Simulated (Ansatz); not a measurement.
# C2H7NSi (SMILES C=N[SiH2]C): HF/6-31G(d) (spherical functions)

Aim: the vertical ionisation energy of C2H7NSi at HF/6-31G* (spherical functions), from 2 runs. 

Program for the calculation: Ansatz 0.2.0.

63 further runs of the same task are left out: 63 set aside as unsound or not needed. Runs told in other sessions of the task aren't counted.

## Step 1: The system as given

C2H7NSi has 11 atoms, charge 0, and is taken as a singlet. SMILES: `C=N[SiH2]C`. The shape is that of a PBE0-D4/def2-TZVP optimisation. This is one conformer, not always the lowest.

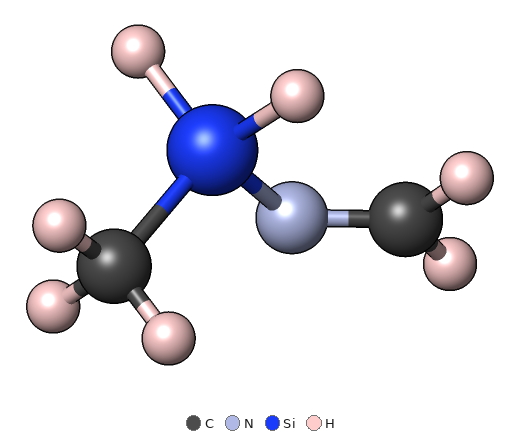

The structure, seen from a chosen angle (carbon dark grey, nitrogen light blue, silicon blue, hydrogen pink).

## Step 2: A single-point energy at HF/6-31G(d) (spherical functions)

Contents of job.yaml:

```yaml
crystal:
  periodic: [false, false, false]
  atoms:
    - {symbol: C, position_ang: [-0.763200, 2.027200, 0.389900]}
    - {symbol: N, position_ang: [-0.749500, 1.001600, -0.336400]}
    - {symbol: Si, position_ang: [-0.379200, -0.602800, 0.247400]}
    - {symbol: C, position_ang: [1.068600, -1.271000, -0.713200]}
    - {symbol: H, position_ang: [-0.997700, 3.009000, -0.039500]}
    - {symbol: H, position_ang: [-0.550300, 2.023600, 1.471900]}
    - {symbol: H, position_ang: [-0.075100, -0.581600, 1.713400]}
    - {symbol: H, position_ang: [-1.590400, -1.434700, 0.023400]}
    - {symbol: H, position_ang: [0.849500, -1.270200, -1.783000]}
    - {symbol: H, position_ang: [1.292800, -2.296000, -0.407900]}
    - {symbol: H, position_ang: [1.959900, -0.662200, -0.545500]}
basis:
  gaussian:
    orbitals: 6-31G_st_-spherical.json
accuracy: high
output: {orbitals: {seedname: orbitals}}
hamiltonian:
  xc: hf
magnetization:
  spin_polarized: false
  initial_magnetization: 0
```

The basis set 6-31G* is read from a file made from the Basis Set Exchange's data (not shown).

Run with:

```
$ ansatz run job.yaml --threads 1 --pin off --max-ram 3480MiB --events-out events.jsonl --progress --plain --runs-dir runs
```

What it wrote:

```text
Warning: RAYON_NUM_THREADS=1 ignored (pool sized by the plan → 1); use --threads N
Functional definition: HF
  name "HF"
  exchange = exact_x
  correlation = 0
1802 factors; integrals over basis functions are off by at most 3.9e-9 eV
mean field evaluation 1: about -11512.0973 eV, gradient 3.3e1 eV
mean field evaluation 2: about -11512.2193 eV, gradient 3.3e1 eV
mean field evaluation 4: about -11515.0258 eV, gradient 3.9e0 eV
mean field evaluation 8: about -11515.0835 eV, gradient 7.0e-4 eV
mean field -11515.08347541 eV, -423.1715125174 hartree, gradient 2.8e-8 eV, S^2 0.000000; 0 other end points of the search recorded, 0 dependent functions left out
reference -11515.08347541 eV, -423.1715125174 hartree; 20, 20 occupied and 54, 54 virtual orbitals, 1802 factors
Total energy: -11515.08347541 eV, -423.1715125174 hartree
```

Run time: 2.2 s. Hardware: 1 thread of Arm Neoverse V1, shared host; peak memory 0.18 GiB.

## Step 3: The doublet cation at the same level

Edit job.yaml of step 2 so:

```diff
@@ -4,3 +4,3 @@
     - {symbol: C, position_ang: [-0.763200, 2.027200, 0.389900]}
-    - {symbol: N, position_ang: [-0.749500, 1.001600, -0.336400]}
+    - {symbol: "N", position_ang: [-0.749500, 1.001600, -0.336400]}
     - {symbol: Si, position_ang: [-0.379200, -0.602800, 0.247400]}
@@ -15,10 +15,7 @@
 basis:
-  gaussian:
-    orbitals: 6-31G_st_-spherical.json
+  gaussian: {orbitals: 6-31G_st_-spherical.json}
+magnetization: {spin_polarized: true, initial_magnetization: 1}
+hamiltonian: {xc: hf}
 accuracy: high
+total_charge: 1
 output: {orbitals: {seedname: orbitals}}
-hamiltonian:
-  xc: hf
-magnetization:
-  spin_polarized: false
-  initial_magnetization: 0
```

The basis set 6-31G* is read from a file made from the Basis Set Exchange's data (not shown).

Run with:

```
$ ansatz run job.yaml --threads 1 --pin off --max-ram 3480MiB --events-out events.jsonl --progress --plain --runs-dir runs
```

What it wrote:

```text
Warning: RAYON_NUM_THREADS=1 ignored (pool sized by the plan → 1); use --threads N
[... 4 set-up lines as earlier in the session ...]
1802 factors; integrals over basis functions are off by at most 3.9e-9 eV
mean field evaluation 1: about -11501.6427 eV, gradient 2.8e1 eV
mean field evaluation 2: about -11501.7776 eV, gradient 2.8e1 eV
mean field evaluation 4: about -11506.6052 eV, gradient 4.1e0 eV
mean field evaluation 8: about -11506.9615 eV, gradient 4.9e-1 eV
mean field evaluation 16: about -11506.9920 eV, gradient 4.2e-4 eV
mean field evaluation 32: about -11504.7928 eV, gradient 4.0e0 eV
mean field -11506.99196576 eV, -422.8741550226 hartree, gradient 2.8e-8 eV, S^2 0.858954; 0 other end points of the search recorded, 0 dependent functions left out
reference -11506.99196576 eV, -422.8741550226 hartree; 20, 19 occupied and 54, 55 virtual orbitals, 1802 factors
Total energy: -11506.99196576 eV, -422.8741550226 hartree
```

Run time: 4.2 s. Hardware: 1 thread of Arm Neoverse V1, shared host; peak memory 0.23 GiB.

## Step 4: Outcome

At HF/6-31G* (spherical functions):

| quantity | value |
| --- | --- |
| singlet C2H7NSi: total energy | -423.17151 Eh |
| singlet C2H7NSi: HOMO energy | -10.48 eV |
| singlet C2H7NSi: LUMO energy | 3.84 eV |
| singlet C2H7NSi: HOMO–LUMO gap | 14.32 eV |
| doublet cation: total energy | -422.87416 Eh |
| doublet cation: HOMO energy (highest over α and β) | -17.00 eV |
| doublet cation: LUMO energy (lowest over α and β) | -5.97 eV |
| doublet cation: ⟨S²⟩ | 0.859 |
| vertical ionisation energy (to the doublet cation) | 8.092 eV |

What this shows: The vertical ionisation energy comes to 8.09 eV (781 kJ/mol). −ε(HOMO) before ionisation, 10.48 eV, is 2.39 eV above this ionisation energy. ⟨S²⟩ (doublet cation) is 0.86 where a pure doublet has 0.75: the reference is spin-contaminated.
